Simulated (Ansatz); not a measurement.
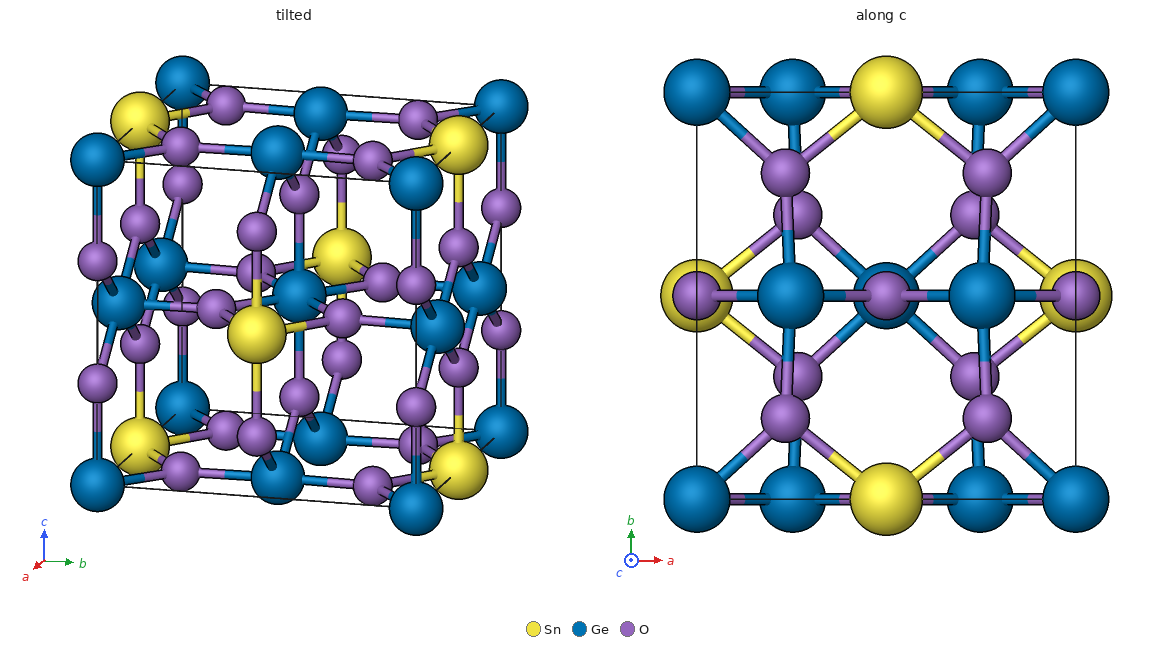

This ball-and-stick model is shown slightly off an axis and along the c axis. The parallelepiped is the conventional unit cell.

SnGe3O8, space group Immm (No. 71), a = 5.986 Å, b = 6.429 Å, c = 6.530 Å, α = 90.00°, β = 90.00°, γ = 90.00°. Its origin is a structure type filled with these elements by a generator (whether the compound takes this form wasn't checked). Earlier steps of the study, as a rule a relaxation of our own, may have changed the cell and positions, so they can lie some per cent off the listed ones. An electronic-structure calculation with Ansatz was run on it.

This one geometry was computed with Ansatz (DFT, plane waves, PAW) at three levels of theory: LDA, r2SCAN and PBE.

Which level gives the highest pressure at this volume, and what does that say about its equilibrium volume?

Highest: PBE (0.0 GPa), which points to the largest equilibrium volume. Lowest, with the smallest volume: LDA (-12.8 GPa). Levels within 0.5 GPa of each other can't be told apart.

How does the band gap change with the level of theory?

LDA: a gap of 0.79 eV, direct; PBE: a gap of 0.91 eV, direct; r2SCAN: a gap of 1.55 eV, direct.

Collect the results in a table.

| level | cutoff (eV) | k-mesh of the run's cell | gap (eV) | pressure (GPa) |
| --- | --- | --- | --- | --- |
| LDA | 420 | 6×6×6 | 0.79 | -12.8 |
| r2SCAN | 500 | 6×6×6 | 1.55 | -9.7 |
| PBE | 420 | 6×6×6 | 0.91 | 0.0 |

Gaps are taken on the k-mesh or band path of each run.
